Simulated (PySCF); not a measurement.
System: C₄H₁₀O, SMILES CC[C@H](C)O.

Simulated rotational absorption lines between 26 and 40 GHz at 10 K: rigid rotor with the equilibrium constants and dipole of one optimised conformer (PBE0-D3(BJ)/def2-SVP, PySCF), commonest isotopes; no centrifugal distortion, hyperfine structure, internal rotation or nuclear-spin weights; lines within 1 MHz of each other are summed. Lines of different type are drawn apart.

What are the rotational constants, and what kind of rotor is it?

Rotational constants A, B, C = 8.198, 3.477, 2.699 GHz; Ray's κ = −0.72, an asymmetric top on the prolate side.

Which dipole components drive the lines?

|μa|, |μb|, |μc| = 1.12, 0.41, 0.91 D; a-type lines carry 68 % of the intensity in this range.

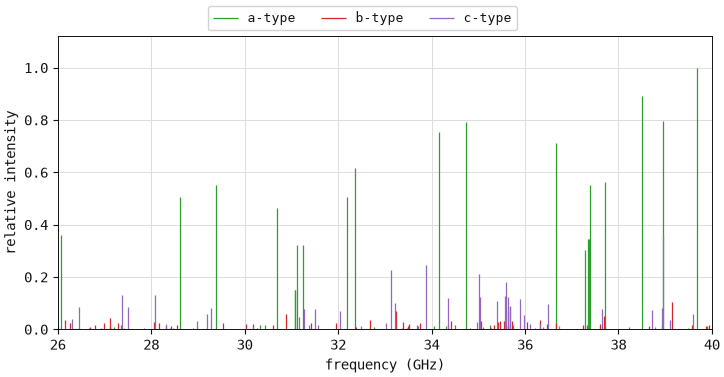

Caveats: coarse grid, loose stop and no frequency check, small forces are noise and the end may be a saddle.
